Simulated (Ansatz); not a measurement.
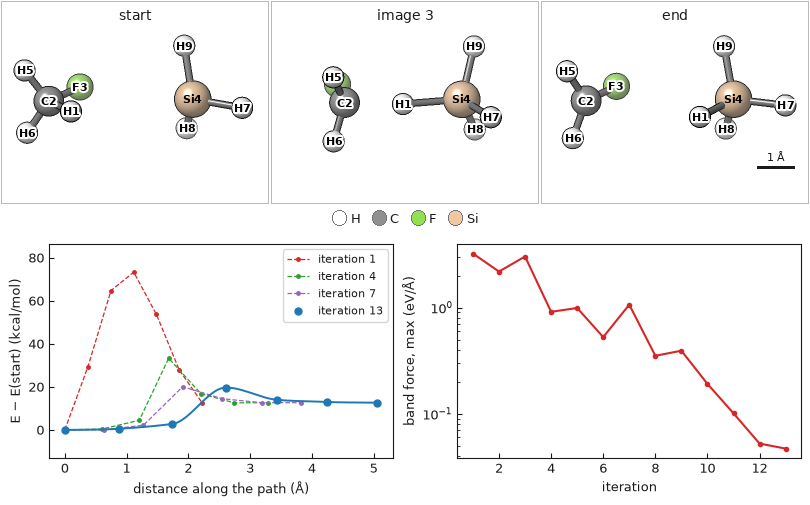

NEB run on CH₆FSi (multiplicity 2), made up of CH3F and SiH$_{3}$. Images are numbered from 0 (start) to 6 (end). The plot follows the band through its iterations. A ball-and-stick model, seen at a tilt.

Computed with UKS PBE0-D4/def2-SVP (Ansatz). Run with 5 movable images; climbing image.

Question: Judge this run.

Answer: The run is converged, with reservations. The band converged in 13 iterations. The largest component of the band force went from 3.2 to 0.047 eV/Å. The climbing image converged on the top of the path. Its curvatures weren't checked. The largest force component is 0.56 eV/Å at the start and 0.41 eV/Å at the end; an end with forces this large is no minimum, and the barrier measured from it can be far off. The first iteration put the highest image at 73.3 kcal/mol. The highest point, image 3, lies 19.7 kcal/mol above the start and 7.0 kcal/mol above the end; the end is at +12.7 kcal/mol relative to the start.

Limits of the set-up: the start holds two separate molecules, 3.1 Å apart at their closest, whose relative position is a soft coordinate.

The run took 91 s on 4 threads of Arm Neoverse V2 (shared host).
